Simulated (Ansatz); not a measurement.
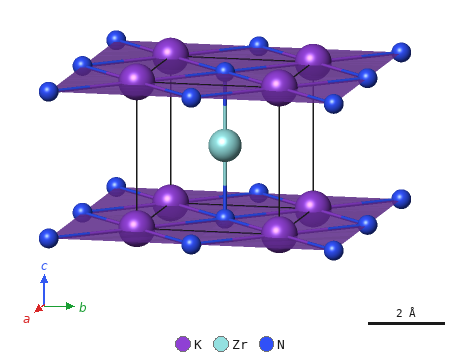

Starting structure of crystalline KZrN (a generated structure, set up in P4/mmm) (coarse preliminary run). The picture is a polyhedral view of the cell of the calculation, seen slightly off an axis.

The calculation used DFT PBE, scalar-relativistic, plane waves, PAW (Ansatz).

Input file:
```yaml
crystal:
  lattice:
    - [3.85599904, 0.0, 0.0]
    - [0.0, 3.85599904, 0.0]
    - [0.0, 0.0, 3.92749793]
  atoms:
    - { symbol: K, position: [0.0, 0.0, 0.0] }
    - { symbol: Zr, position: [0.5, 0.5, 0.5] }
    - { symbol: "N", position: [0.5, 0.5, 0.0] }
basis:
  ecutwfc: 420
kpoints:
  mp_grid: { grid: [4, 4, 4] }
hamiltonian:
  xc: pbe
scf:
  occupations: { method: gaussian, width: 0.1 }
  lower_state_search: "off"
output:
  forces: true
  stress: true
  eigenvalues: true
relax:
  adjacent_minimum: "off"
  f_tol: 0.04
  max_steps: 70
  cell: { stress_tol: 0.4 }
```

Run as
```bash
ansatz run input.yaml --threads 1 --pin off --max-ram 2560MiB --backend cpu --events-out ev --progress --plain --runs-dir out
```

Q: What does the optimiser find from here?

A: No atom moves by more than 0.005 Å relative to the cell. Cell: a = b 3.856 → 4.210 Å (+9.2 %), c 3.927 → 4.173 Å (+6.2 %). Volume +26.6 %. Some distances before and after: K1–Zr2 3.360 → 3.635 Å, K1–N3 2.727 → 2.977 Å, Zr2–N3 1.964 → 2.086 Å. The space group stays P4/mmm (No. 123). After 4 accepted moves (6 points after the start) the energy has fallen by 222 meV per atom. All forces vanish by symmetry, so only the cell relaxes. Pressure: 17.80 GPa at the start and 0.13 GPa at the end. At 2 points the geometry stayed and the basis and grid were re-selected for the new cell (energy shift of 12.1 meV per atom at most each time).

Step by step:

```json
{"step": "0", "E − E(0), meV/atom": "0.00", "pressure, GPa": "17.80", "volume, Å³/atom": "19.466", "note": ""}
{"step": "1", "E − E(0), meV/atom": "-190.97", "pressure, GPa": "4.26", "volume, Å³/atom": "22.438", "note": ""}
{"step": "2", "E − E(0), meV/atom": "-207.78", "pressure, GPa": "0.65", "volume, Å³/atom": "23.734", "note": ""}
{"step": "3", "E − E(0), meV/atom": "-208.57", "pressure, GPa": "0.02", "volume, Å³/atom": "24.141", "note": ""}
{"step": "4", "E − E(0), meV/atom": "-220.68", "pressure, GPa": "0.60", "volume, Å³/atom": "24.141", "note": "same geometry, new basis"}
{"step": "5", "E − E(0), meV/atom": "-221.69", "pressure, GPa": "0.12", "volume, Å³/atom": "24.648", "note": ""}
{"step": "6", "E − E(0), meV/atom": "-222.14", "pressure, GPa": "0.13", "volume, Å³/atom": "24.648", "note": "same geometry, new basis"}
```

Final geometry:

```
CELL_PARAMETERS angstrom
4.20964 0.00000 0.00000
0.00000 4.20964 0.00000
0.00000 0.00000 4.17275
ATOMIC_POSITIONS crystal
K 0.00000 0.00000 0.00000
Zr 0.50000 0.50000 0.50000
N 0.50000 0.50000 0.00000
```

The end point in the same view:

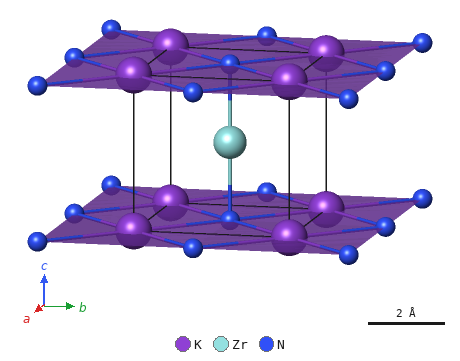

Limits of the set-up: the k-point mesh is coarse for a cell with partly filled bands.
